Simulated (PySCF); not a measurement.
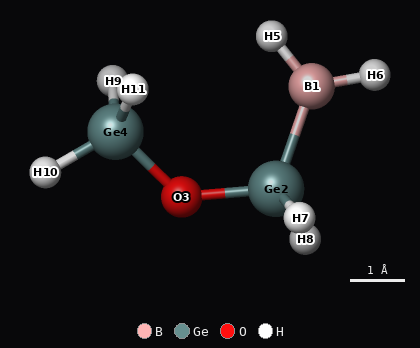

Fig. 1: The structure as given in the input (ball-and-stick view, seen on its broad side; atoms are numbered from 1 in the order of the input). Sticks mark near contacts. Bond lengths as drawn: B–Ge 2.06 Å, B–H 1.21 Å, Ge–H 1.54 to 1.55 Å and Ge–O 1.77 to 1.79 Å.

**Run report: Ge$_{2}$BH$_{7}$O, core-level calculation**

- system: Ge$_{2}$BH$_{7}$O, SMILES [BH2][GeH2][O][GeH3]
- method: delta-SCF UKS SCAN, pcX-2 on the ionised atom, pcseg-1 elsewhere, spin-free X2C (PySCF 2.14.0)

Figures and captions count atoms from 1; the log counts them from 0 in places.

## Input
```
{"job": {"kind": "xps"}, "charge": 0, "multiplicity": 1}
B      2.231730     0.640041    -0.427647
Ge     1.253122    -0.970462     0.400099
O     -0.509506    -0.960444     0.108152
Ge    -1.575903     0.401195    -0.284849
H      1.642137     1.562246    -0.939032
H      3.438402     0.687334    -0.389582
H      1.469582    -0.980039     1.933976
H      1.753644    -2.316311    -0.163497
H     -1.363791     0.814711    -1.755669
H     -3.008523    -0.104370    -0.058287
H     -1.257566     1.596038     0.641458
```

The first line tells a small driver script what to run in PySCF; the rest is the geometry in Å.

Run as:
```bash
OMP_NUM_THREADS=1 python <driver script> task.json out
```

## Output
```
ground state, core basis on atom 0 (B), 148 functions
  cycle   1  E = -4292.05664396  |g| = 7.54e-01
  cycle   2  E = -4289.36735588  |g| = 2.80e+00
  cycle   3  E = -4292.12079704  |g| = 3.56e-01
  cycle   4  E = -4292.16859223  |g| = 1.14e-01
  cycle   5  E = -4292.17172840  |g| = 2.22e-02
  cycle   6  E = -4292.17189073  |g| = 9.69e-03
  cycle   7  E = -4292.17193101  |g| = 1.70e-03
  cycle   8  E = -4292.17192683  |g| = 3.50e-04
  E(ground) = -4292.43936677 Eh
hole in B 1s of atom 0
  cycle   1  E = -4284.52330546  |g| = 1.14e+00
  cycle   2  E = -4282.18013299  |g| = 2.17e+00
  cycle   3  E = -4284.61736799  |g| = 8.18e-01
  cycle   4  E = -4284.82791138  |g| = 5.62e-01
  cycle   5  E = -4284.89565744  |g| = 2.69e-01
  cycle   6  E = -4284.92518637  |g| = 2.01e-01
  cycle   7  E = -4284.93746722  |g| = 2.08e-01
  cycle   8  E = -4284.95453120  |g| = 1.27e-01
  cycle   9  E = -4284.96537158  |g| = 3.86e-02
  cycle  10  E = -4284.96588205  |g| = 2.79e-02
  cycle  11  E = -4284.96643911  |g| = 6.29e-03
  cycle  12  E = -4284.96639885  |g| = 1.05e-02
  cycle  13  E = -4284.96646198  |g| = 4.24e-03
  cycle  14  E = -4284.96646574  |g| = 2.52e-03
  cycle  15  E = -4284.96647589  |g| = 6.25e-04
  cycle  16  E = -4284.96647301  |g| = 1.68e-04
  E(ion) = -4285.23329737 Eh   <S^2> = 1.3875   hole on atom = 1.000   binding energy = 196.087 eV
ground state, core basis on atom 2 (O), 148 functions
  cycle   1  E = -4292.21393907  |g| = 1.13e-01
  cycle   2  E = -4292.20949909  |g| = 1.68e-01
  cycle   3  E = -4292.21425602  |g| = 5.78e-02
  cycle   4  E = -4292.21485922  |g| = 6.12e-03
  cycle   5  E = -4292.21487450  |g| = 8.41e-04
  cycle   6  E = -4292.21487367  |g| = 1.72e-04
  E(ground) = -4292.47790399 Eh
hole in O 1s of atom 2
  cycle   1  E = -4271.63248090  |g| = 2.24e+00
  cycle   2  E = -4270.98948820  |g| = 2.31e+00
  cycle   3  E = -4272.42158187  |g| = 4.40e-01
  cycle   4  E = -4272.47957713  |g| = 1.38e-01
  cycle   5  E = -4272.49010837  |g| = 3.23e-02
  cycle   6  E = -4272.49086299  |g| = 8.00e-03
  cycle   7  E = -4272.49090006  |g| = 1.95e-03
  cycle   8  E = -4272.49090145  |g| = 8.57e-04
  cycle   9  E = -4272.49090147  |g| = 2.09e-04
  E(ion) = -4272.75531270 Eh   <S^2> = 0.7644   hole on atom = 1.000   binding energy = 536.679 eV
```

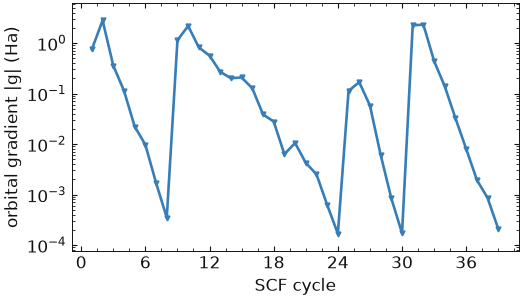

Fig. 2: Convergence of the self-consistent field: orbital gradient |g| against the SCF cycle. All cycles printed in the log are drawn one after another.

## Results in brief

| quantity | value |
| --- | --- |
| outcome | converged |
| hardware | 1 CPU thread, shared host |
| wall time | 21 s |
| peak memory | 0.44 GiB |

## Remarks

The core-hole state is spin-contaminated.
